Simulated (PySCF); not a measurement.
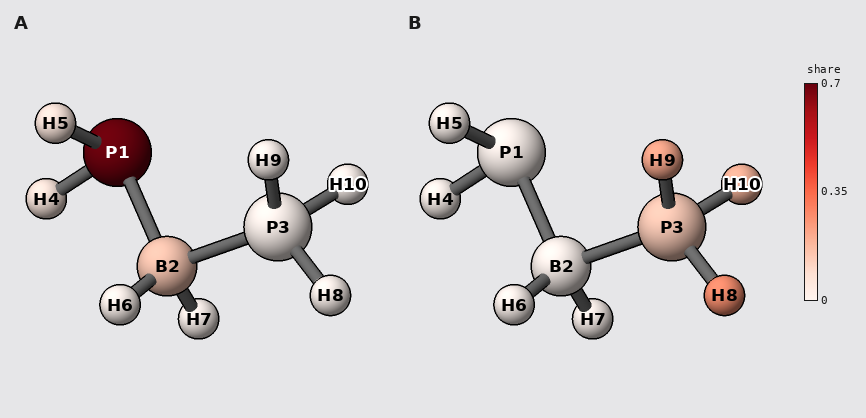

Each panel colours the atoms by their Löwdin share in one orbital (up to four of the largest shares; other atoms are shown as zero). The geometry was computed by an optimisation with PBE0-D3(BJ)/def2-SVP. No frequency run is at hand to confirm it as a minimum. Computed with PBE0/aug-cc-pVDZ (PySCF 2.14.0).

**The panels show the HOMO, LUMO, in some order. Which is which?**

A: HOMO, −6.44 eV; P1 0.69, B2 0.14, H5 0.05, H4 0.05
B: LUMO, −0.60 eV; H8 0.26, H9 0.21, H10 0.18, P3 0.13
